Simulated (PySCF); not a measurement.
# C₆H₆O: excited states, first hyperpolarisability

Wanted: excited states, first hyperpolarisability for C₆H₆O (`C=Cc1ccco1`).

Programs: PySCF 2.14.0, with routines of our own; each step states its level. All values are computed. Atoms count from 0.

## 1. The starting structure

13 atoms, charge 0, multiplicity 1; geometry from: GFN2-xTB.

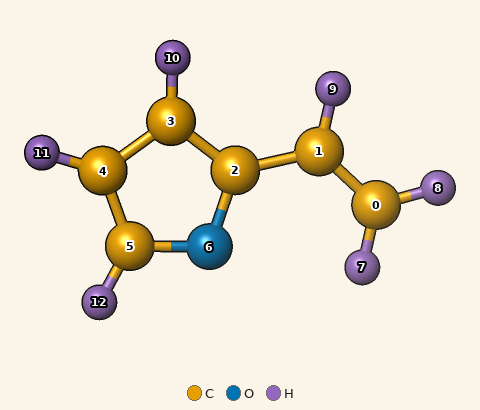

The starting geometry (carbon amber, oxygen blue, hydrogen purple).

## 2. Relaxing the molecule at PBE0-D3(BJ)/def2-SVP

Job settings and geometry (Å):

```
{"job": {"xc": "PBE0", "basis": "def2-SVP", "d3": "d3bj", "grid": 2, "kind": "geom"}, "charge": 0, "multiplicity": 1}
C     -2.439035     0.452534     0.265036
C     -1.515001    -0.421920    -0.121186
C     -0.094757    -0.182532    -0.071297
C      0.952024    -0.994576    -0.436989
C      2.131889    -0.263956    -0.180750
C      1.724652     0.935369     0.320015
O      0.387842     0.995209     0.390128
H     -2.166518     1.420663     0.649121
H     -3.489155     0.226975     0.208341
H     -1.791357    -1.393403    -0.506943
H      0.882082    -1.985388    -0.837361
H      3.140063    -0.584520    -0.345241
H      2.272882     1.796032     0.649398
```

On the command line:

```
$ OMP_NUM_THREADS=1 python excited_run.py task.json out
```

One launch serves the whole session: the jobs run in the order shown.

The program printed:

```text
step   0  E = -306.85799163  max force = 0.012454
step   1  E = -306.85967359  max force = 0.003581
step   2  E = -306.85965842  max force = 0.002291
step   3  E = -306.85969784  max force = 0.001152
step   4  E = -306.85969934  max force = 0.001317
step   5  E = -306.85970199  max force = 0.000868
step   6  E = -306.85970570  max force = 0.000164
optimisation converged
```

Run time: 46 s. Hardware: 1 thread of Arm Neoverse V2, shared host; peak memory 0.69 GiB.

Relaxation path:

```csv
step,energy from step 0 (eV),largest force component (eV/Å)
0,0.0000,0.6404
1,-0.0458,0.1841
2,-0.0454,0.1178
3,-0.0464,0.0592
4,-0.0465,0.0677
5,-0.0465,0.0446
6,-0.0466,0.0084
```

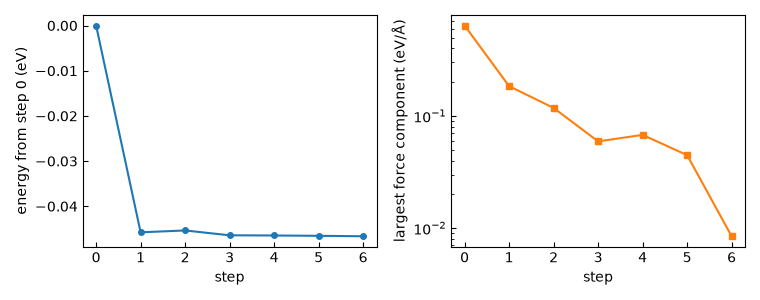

Energy and largest force along the relaxation.

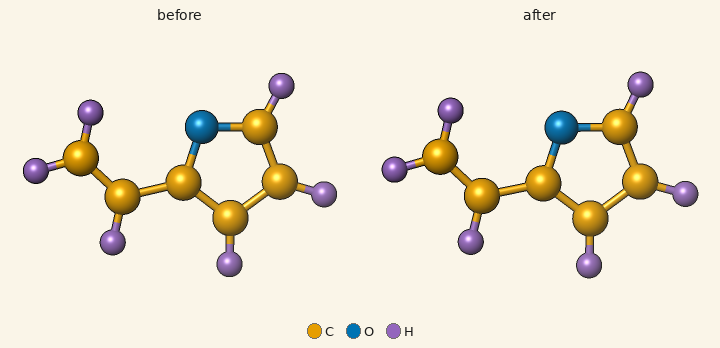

The geometry before (left) and after (right).

Distances of close pairs at the start and the end, largest changes first:

```csv
bond,before (Å),after (Å),change (Å)
C4–H11,1.071,1.088,+0.017
C3–H10,1.071,1.088,+0.017
C0–H7,1.077,1.093,+0.016
C0–H8,1.076,1.092,+0.016
C3–C4,1.411,1.426,+0.015
C5–H12,1.072,1.087,+0.015
C1–H9,1.081,1.094,+0.013
C0–C1,1.330,1.340,+0.011
```

The end geometry stands in the next job.

```csv
at the end point,value
point group (found at 0.08 Å tolerance),Cs
"rotational constants (GHz, main isotopes)","7.893, 2.115, 1.668"
dipole moment (D),0.70
```

## 3. Excited states: TDA CAM-B3LYP/def2-TZVPD

Job settings and geometry (Å):

```
{"job": {"kind": "states", "xc": "CAM-B3LYP", "basis": "def2-TZVPD", "tda": true, "soc": true, "nstates": 6, "ntriplets": 5, "nquad": 4}, "charge": 0, "multiplicity": 1}
C     -2.505537     0.377399     0.210472
C     -1.583307    -0.511850    -0.183121
C     -0.154371    -0.306624    -0.148182
C      0.896108    -1.113706    -0.511418
C      2.085216    -0.371499    -0.249719
C      1.669625     0.827438     0.251210
O      0.325829     0.873213     0.314910
H     -2.215441     1.356610     0.599190
H     -3.570804     0.146247     0.152717
H     -1.890743    -1.488147    -0.569941
H      0.816750    -2.119770    -0.917338
H      3.114002    -0.684968    -0.411578
H      2.196993     1.714043     0.593584
```

With the program's defaults for keys left out, this is: TDA CAM-B3LYP/def2-TZVPD excited states, vertical, gas phase, spin-orbit mean-field couplings.

The program printed:

```text
coarse grid: 11328 points
cycle   1  E = -307.3405920913  dE =  1.427e+00  |g| = 5.008e-01  |ddm| = 4.735e+00
cycle   2  E = -307.3393425537  dE =  1.250e-03  |g| = 5.679e-01  |ddm| = 1.121e+00
cycle   3  E = -307.3931124516  dE = -5.377e-02  |g| = 8.766e-02  |ddm| = 4.380e-01
cycle   4  E = -307.3942067569  dE = -1.094e-03  |g| = 4.373e-02  |ddm| = 1.445e-01
cycle   5  E = -307.3946227431  dE = -4.160e-04  |g| = 1.110e-02  |ddm| = 6.131e-02
cycle   6  E = -307.3946526102  dE = -2.987e-05  |g| = 2.989e-03  |ddm| = 1.906e-02
cycle   7  E = -307.3946551756  dE = -2.565e-06  |g| = 5.595e-04  |ddm| = 5.590e-03
final grid: 110688 points
cycle   8  E = -307.3879920217  dE = -3.883e-05  |g| = 3.640e-03  |ddm| = 2.183e-01
cycle   9  E = -307.3879929616  dE = -9.399e-07  |g| = 3.120e-03  |ddm| = 1.680e-02
cycle  10  E = -307.3879950140  dE = -2.052e-06  |g| = 7.284e-04  |ddm| = 4.445e-03
cycle  11  E = -307.3879950948  dE = -8.080e-08  |g| = 2.336e-04  |ddm| = 8.411e-04
cycle  12  E = -307.3879951065  dE = -1.173e-08  |g| = 4.629e-05  |ddm| = 5.350e-04
cycle  13  E = -307.3879951070  dE = -4.945e-10  |g| = 2.108e-05  |ddm| = 9.887e-05
converged SCF energy = -307.3879951070

Singlet excitations
state   eV       nm        f     d(h-e)  d(exc)  Lambda  PR(NTO)  |dmu|/D   mu/D   main configurations
  1   5.2258   237.3   0.66030   0.728   3.155   0.795   1.081    1.995    2.634   H->L 0.95
  2   5.6540   219.3   0.01221   0.513   4.079   0.310   1.036    2.086    1.782   H->L+1 0.94
  3   6.1695   201.0   0.00624   0.511   4.390   0.252   1.081    2.261    1.889   H->L+2 0.94
  4   6.3560   195.1   0.01287   0.339   4.525   0.228   1.052    1.495    2.099   H->L+3 0.95
  5   6.3713   194.6   0.00651   0.255   3.289   0.638   1.997                     H-1->L 0.47, H->L+6 0.45
  6   6.8484   181.0   0.00918   0.288   4.170   0.280   1.114                     H->L+5 0.69, H->L+7 0.19

Triplet excitations (Tamm-Dancoff)
state   eV     d(h-e)  d(exc)  Lambda  PR(NTO)   main configurations
  1   2.9373   0.246   2.797   0.794   1.116   H->L 0.92
  2   4.5879   0.201   2.333   0.683   1.927   H->L+6 0.36, H-2->L 0.27, H-1->L 0.14
  3   5.2353   0.304   2.452   0.708   1.824   H-2->L 0.37, H-1->L 0.29, H->L+10 0.15
  4   5.5998   0.495   4.020   0.310   1.042   H->L+1 0.92
  5   5.9354   0.488   3.049   0.634   1.921   H-1->L 0.45, H->L+6 0.28, H->L+10 0.12
S1 - T1 = 2.2885 eV

Spin-orbit couplings |<S|Hso|T>| (cm-1)
             T1       T2       T3       T4       T5
S0        0.054    0.010    0.062    2.134    0.007
S1        0.002    0.059    0.034    0.419    0.057
S2        0.072    2.270    1.757    0.167    0.283
S3        1.227    0.279    2.823    6.537    1.909
S4        3.296    2.234    1.591    3.054    1.971
S5        0.068    0.048    0.032    1.000    0.018
S6        1.159    1.878    0.668    0.362    1.240
T1 sublevels (cm-1): 0.000 0.000 0.000   radiative rates (1/s): 0.0234 1.61e-05 4.5e-05
```

It took 78 s on 1 thread of Arm Neoverse V2, shared host; peak memory 1.2 GiB.

From this job:

```csv
quantity,value
S1 less T1,2.29 eV
```

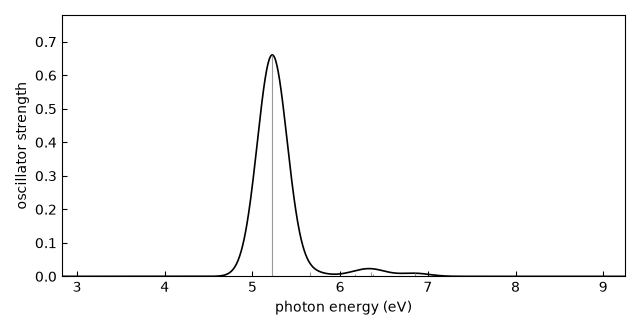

Absorption lines of the singlets. Lines are broadened to a width of 0.40 eV (Gaussian).

Orbitals, density, ELF and potential are computed afterwards from the orbital file.

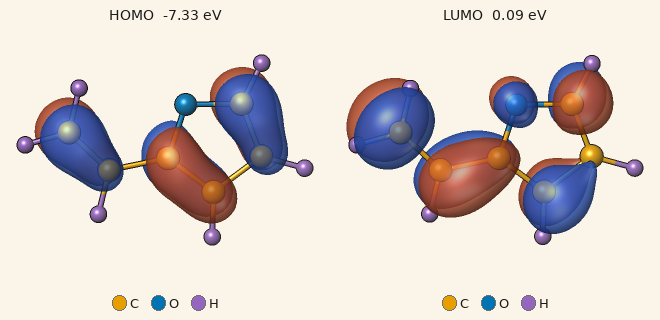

CAM-B3LYP/def2-TZVPD orbitals near the gap, drawn at the value that encloses 70 % of each; the two colours are the two signs.

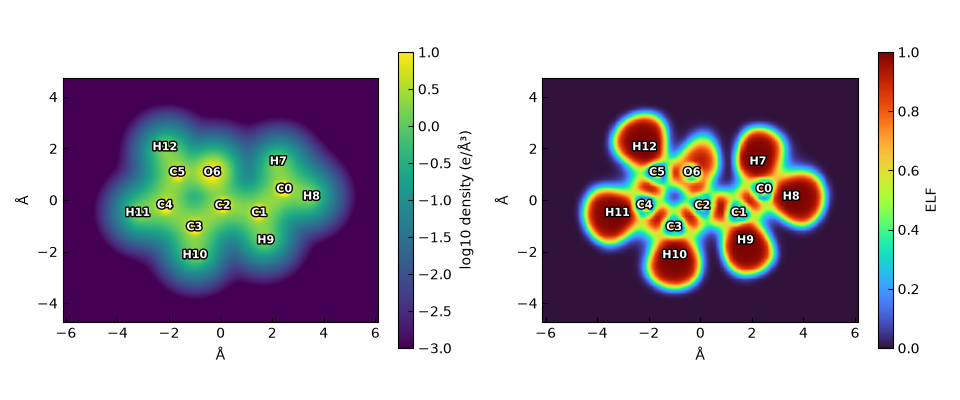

Density (left) and ELF (right) in a plane through or near 13 of the atoms.

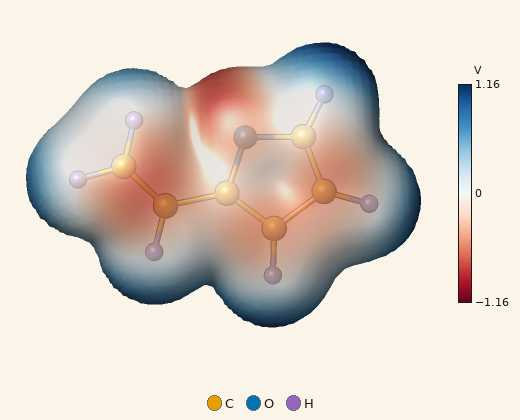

Electrostatic potential on the surface of density 0.002 e/bohr³; red is low, blue high. It runs from -0.73 V near O6 to 1.16 V near H12.

## 4. Excited states: TDDFT CAM-B3LYP/def2-TZVPD

Settings changed since step 3:

```diff
@@ -1,2 +1,2 @@
-{"job": {"kind": "states", "xc": "CAM-B3LYP", "basis": "def2-TZVPD", "tda": true, "soc": true, "nstates": 6, "ntriplets": 5, "nquad": 4}, "charge": 0, "multiplicity": 1}
+{"job": {"kind": "states", "xc": "CAM-B3LYP", "basis": "def2-TZVPD", "tpa": true, "nstates": 8, "nquad": 6, "ntriplets": 0}, "charge": 0, "multiplicity": 1}
 C     -2.505537     0.377399     0.210472
```

With the program's defaults for keys left out, this is: TDDFT CAM-B3LYP/def2-TZVPD excited states, vertical, gas phase, two-photon moments by quadratic response.

The program printed:

```text
coarse grid: 11328 points
cycle   1  E = -307.3405920913  dE =  1.427e+00  |g| = 5.008e-01  |ddm| = 4.735e+00
cycle   2  E = -307.3393425537  dE =  1.250e-03  |g| = 5.679e-01  |ddm| = 1.121e+00
cycle   3  E = -307.3931124516  dE = -5.377e-02  |g| = 8.766e-02  |ddm| = 4.380e-01
cycle   4  E = -307.3942067569  dE = -1.094e-03  |g| = 4.373e-02  |ddm| = 1.445e-01
cycle   5  E = -307.3946227431  dE = -4.160e-04  |g| = 1.110e-02  |ddm| = 6.131e-02
cycle   6  E = -307.3946526102  dE = -2.987e-05  |g| = 2.989e-03  |ddm| = 1.906e-02
cycle   7  E = -307.3946551756  dE = -2.565e-06  |g| = 5.595e-04  |ddm| = 5.590e-03
final grid: 110688 points
cycle   8  E = -307.3879920217  dE = -3.883e-05  |g| = 3.640e-03  |ddm| = 2.183e-01
cycle   9  E = -307.3879929616  dE = -9.399e-07  |g| = 3.120e-03  |ddm| = 1.680e-02
cycle  10  E = -307.3879950140  dE = -2.052e-06  |g| = 7.284e-04  |ddm| = 4.445e-03
cycle  11  E = -307.3879950948  dE = -8.080e-08  |g| = 2.336e-04  |ddm| = 8.411e-04
cycle  12  E = -307.3879951065  dE = -1.173e-08  |g| = 4.629e-05  |ddm| = 5.350e-04
cycle  13  E = -307.3879951070  dE = -4.945e-10  |g| = 2.108e-05  |ddm| = 9.887e-05
converged SCF energy = -307.3879951070

Singlet excitations
state   eV       nm        f     d(h-e)  d(exc)  Lambda  PR(NTO)  |dmu|/D   mu/D   delta(TPA)   sigma/GM   main configurations
  1   4.9096   252.5   0.46502   0.648   3.107   0.788   1.125    1.777    2.419      184.06      1.625   H->L 0.98
  2   5.6515   219.4   0.01171   0.515   4.081   0.309   1.036    2.088    1.788       29.72      0.348   H->L+1 0.94
  3   6.1677   201.0   0.00590   0.516   4.393   0.252   1.080    2.289    1.920      142.15      1.981   H->L+2 0.94
  4   6.3185   196.2   0.00367   0.244   3.255   0.636   2.027    0.808    1.524      775.45     11.342   H-1->L 0.47, H->L+6 0.45
  5   6.3538   195.1   0.01220   0.340   4.528   0.228   1.051    1.511    2.111      105.87      1.566   H->L+3 0.95
  6   6.8426   181.2   0.00876   0.287   4.168   0.281   1.113    1.221    1.057       10.19      0.175   H->L+5 0.68, H->L+7 0.20
  7   6.9057   179.5   0.23058   0.940   3.414   0.636   1.970                                            H->L+6 0.51, H-1->L 0.35
  8   6.9144   179.3   0.00729   0.524   4.653   0.229   1.082                                            H->L+4 0.91
```

Wall time 94 s (1 thread of Arm Neoverse V2, shared host); peak memory 1.2 GiB.

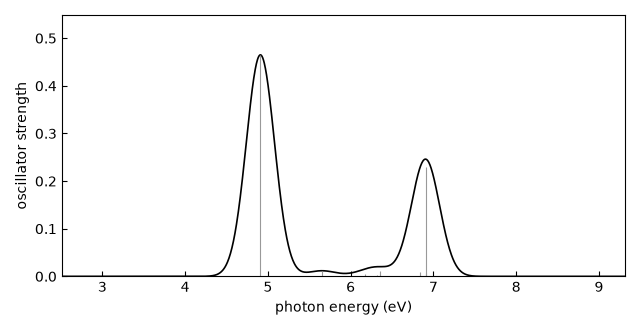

Absorption lines of the singlets. Lines are broadened to a width of 0.40 eV (Gaussian).

## 5. First hyperpolarisability: quadratic response CAM-B3LYP/def2-TZVPD

Settings changed since step 4:

```diff
@@ -1,2 +1,2 @@
-{"job": {"kind": "states", "xc": "CAM-B3LYP", "basis": "def2-TZVPD", "tpa": true, "nstates": 8, "nquad": 6, "ntriplets": 0}, "charge": 0, "multiplicity": 1}
+{"job": {"kind": "beta", "xc": "CAM-B3LYP", "basis": "def2-TZVPD"}, "charge": 0, "multiplicity": 1}
 C     -2.505537     0.377399     0.210472
```

Level: quadratic response CAM-B3LYP/def2-TZVPD first hyperpolarisability, Taylor convention, gas phase.

The program printed:

```text
coarse grid: 11328 points
cycle   1  E = -307.3405920913  dE =  1.427e+00  |g| = 5.008e-01  |ddm| = 4.735e+00
cycle   2  E = -307.3393425537  dE =  1.250e-03  |g| = 5.679e-01  |ddm| = 1.121e+00
cycle   3  E = -307.3931124516  dE = -5.377e-02  |g| = 8.766e-02  |ddm| = 4.380e-01
cycle   4  E = -307.3942067569  dE = -1.094e-03  |g| = 4.373e-02  |ddm| = 1.445e-01
cycle   5  E = -307.3946227431  dE = -4.160e-04  |g| = 1.110e-02  |ddm| = 6.131e-02
cycle   6  E = -307.3946526102  dE = -2.987e-05  |g| = 2.989e-03  |ddm| = 1.906e-02
cycle   7  E = -307.3946551756  dE = -2.565e-06  |g| = 5.595e-04  |ddm| = 5.590e-03
final grid: 110688 points
cycle   8  E = -307.3879920217  dE = -3.883e-05  |g| = 3.640e-03  |ddm| = 2.183e-01
cycle   9  E = -307.3879929616  dE = -9.399e-07  |g| = 3.120e-03  |ddm| = 1.680e-02
cycle  10  E = -307.3879950140  dE = -2.052e-06  |g| = 7.284e-04  |ddm| = 4.445e-03
cycle  11  E = -307.3879950948  dE = -8.080e-08  |g| = 2.336e-04  |ddm| = 8.411e-04
cycle  12  E = -307.3879951065  dE = -1.173e-08  |g| = 4.629e-05  |ddm| = 5.350e-04
cycle  13  E = -307.3879951070  dE = -4.945e-10  |g| = 2.108e-05  |ddm| = 9.887e-05
converged SCF energy = -307.3879951070

Lowest singlets (eV, f): 4.9096 0.4650  5.6515 0.0117  6.1677 0.0059

First hyperpolarisability (au)
process     nm      |vector|   parallel      HRS      DR
static         -      360.09     173.39     160.45   4.037
shg       1907.0      403.10     195.05     178.71   4.092
eope      1907.0      373.66     180.23          -       -
shg       1064.0      529.34     258.38     232.11   4.221
eope      1064.0      406.41     196.71          -       -
```

Wall time 74 s (1 thread of Arm Neoverse V2, shared host); peak memory 1.2 GiB.

## 6. Excited states: TDA CAM-B3LYP/def2-TZVPD in toluene

Settings changed since step 5:

```diff
@@ -1,2 +1,2 @@
-{"job": {"kind": "beta", "xc": "CAM-B3LYP", "basis": "def2-TZVPD"}, "charge": 0, "multiplicity": 1}
+{"job": {"kind": "states", "xc": "CAM-B3LYP", "basis": "def2-TZVPD", "tda": true, "soc": true, "nstates": 6, "ntriplets": 5, "nquad": 4, "solvent": "toluene"}, "charge": 0, "multiplicity": 1}
 C     -2.505537     0.377399     0.210472
```

Level: TDA CAM-B3LYP/def2-TZVPD excited states, vertical, IEF-PCM toluene (non-equilibrium response), spin-orbit mean-field couplings.

The program printed:

```text
coarse grid: 11328 points
cycle   1  E = -307.3445250167  dE =  1.423e+00  |g| = 4.959e-01  |ddm| = 4.721e+00
cycle   2  E = -307.3452449908  dE = -7.200e-04  |g| = 5.529e-01  |ddm| = 1.070e+00
cycle   3  E = -307.3958404001  dE = -5.060e-02  |g| = 8.168e-02  |ddm| = 3.797e-01
cycle   4  E = -307.3968096744  dE = -9.693e-04  |g| = 3.989e-02  |ddm| = 1.252e-01
cycle   5  E = -307.3971530058  dE = -3.433e-04  |g| = 9.924e-03  |ddm| = 5.852e-02
cycle   6  E = -307.3971766091  dE = -2.360e-05  |g| = 2.750e-03  |ddm| = 1.859e-02
cycle   7  E = -307.3971788289  dE = -2.220e-06  |g| = 5.753e-04  |ddm| = 5.558e-03
final grid: 110688 points
cycle   8  E = -307.3904928828  dE = -3.907e-05  |g| = 3.590e-03  |ddm| = 2.158e-01
cycle   9  E = -307.3904939046  dE = -1.022e-06  |g| = 3.001e-03  |ddm| = 1.742e-02
cycle  10  E = -307.3904957970  dE = -1.892e-06  |g| = 7.056e-04  |ddm| = 4.432e-03
cycle  11  E = -307.3904958718  dE = -7.480e-08  |g| = 2.204e-04  |ddm| = 8.232e-04
cycle  12  E = -307.3904958822  dE = -1.042e-08  |g| = 3.719e-05  |ddm| = 5.504e-04
cycle  13  E = -307.3904958826  dE = -3.438e-10  |g| = 1.977e-05  |ddm| = 1.016e-04
converged SCF energy = -307.3904958826

Singlet excitations
state   eV       nm        f     d(h-e)  d(exc)  Lambda  PR(NTO)  |dmu|/D   mu/D   main configurations
  1   4.9602   250.0   0.74034   0.679   3.146   0.797   1.068    2.427    3.201   H->L 0.96
  2   5.6456   219.6   0.01603   0.284   4.016   0.316   1.034    1.268    1.267   H->L+1 0.93
  3   6.2400   198.7   0.00567   0.311   4.382   0.254   1.088    1.467    0.939   H->L+2 0.94
  4   6.3655   194.8   0.00735   0.255   3.293   0.630   2.000    0.999    1.781   H->L+5 0.46, H-1->L 0.45
  5   6.3944   193.9   0.01436   0.298   4.509   0.226   1.052                     H->L+3 0.95
  6   6.9014   179.7   0.01608   0.140   4.172   0.286   1.122                     H->L+6 0.62, H->L+7 0.27

Triplet excitations (Tamm-Dancoff)
state   eV     d(h-e)  d(exc)  Lambda  PR(NTO)   main configurations
  1   2.9402   0.244   2.799   0.793   1.115   H->L 0.92
  2   4.6002   0.196   2.333   0.677   1.932   H->L+5 0.34, H-2->L 0.26, H-1->L 0.15
  3   5.2451   0.309   2.452   0.708   1.812   H-2->L 0.37, H-1->L 0.29, H->L+10 0.16
  4   5.6063   0.304   3.967   0.316   1.039   H->L+1 0.92
  5   5.9456   0.495   3.052   0.630   1.907   H-1->L 0.45, H->L+5 0.27, H->L+10 0.12
S1 - T1 = 2.0200 eV

Spin-orbit couplings |<S|Hso|T>| (cm-1)
             T1       T2       T3       T4       T5
S0        0.056    0.008    0.064    2.192    0.007
S1        0.002    0.056    0.031    0.586    0.056
S2        0.275    2.001    1.570    0.145    0.279
S3        1.356    0.569    2.785    6.412    1.840
S4        0.065    0.047    0.030    1.004    0.015
S5        3.076    2.264    1.651    2.746    2.023
S6        1.141    2.145    0.614    0.132    1.380
T1 sublevels (cm-1): 0.000 0.000 0.000   radiative rates (1/s): 0.0221 0.00105 5.68e-05
```

Wall time 74 s (1 thread of Arm Neoverse V2, shared host); peak memory 1.3 GiB.

From this job:

```csv
quantity,value
S1 less T1,2.02 eV
```

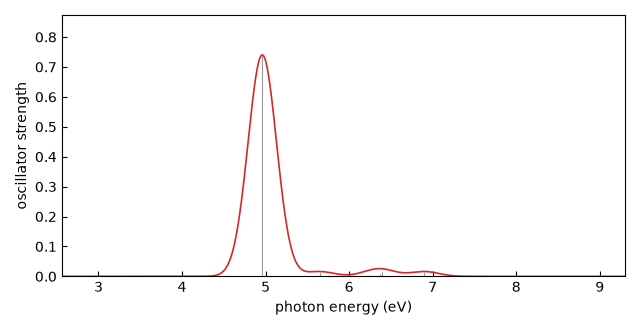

Absorption lines of the singlets. Lines are broadened to a width of 0.40 eV (Gaussian).

## 7. Summary of results

| quantity | value |
| --- | --- |
| point group | Cs |
| rotational constants (main isotopes) | 7.89, 2.11, 1.67 GHz |
| S1 less T1 (step 3, TDA CAM-B3LYP/def2-TZVPD) | 2.29 eV |
| surface potential, least and greatest | -0.73 V and 1.16 V |
| β vector (step 5, quadratic response CAM-B3LYP/def2-TZVPD) | static 360, SHG 1907.0 nm 403, SHG 1064.0 nm 529 au |
| S1 less T1 (step 6, TDA CAM-B3LYP/def2-TZVPD in toluene) | 2.02 eV |

**Reading.** Over 6 steps the energy fell by 0.047 eV; of the close pairs, C4–H11 changed most, 1.071 to 1.088 Å. In step 3, the number of triplets below S1 is 2, and the largest singlet-triplet spin-orbit coupling is S3–T4, 6.54 cm⁻¹. β grows from 360 au (static) to 529 au for doubling at 1064.0 nm: normal dispersion, which grows as twice the photon energy moves toward the bright states. In step 6, the number of triplets below S1 is 2, and the largest singlet-triplet spin-orbit coupling is S3–T4, 6.41 cm⁻¹.
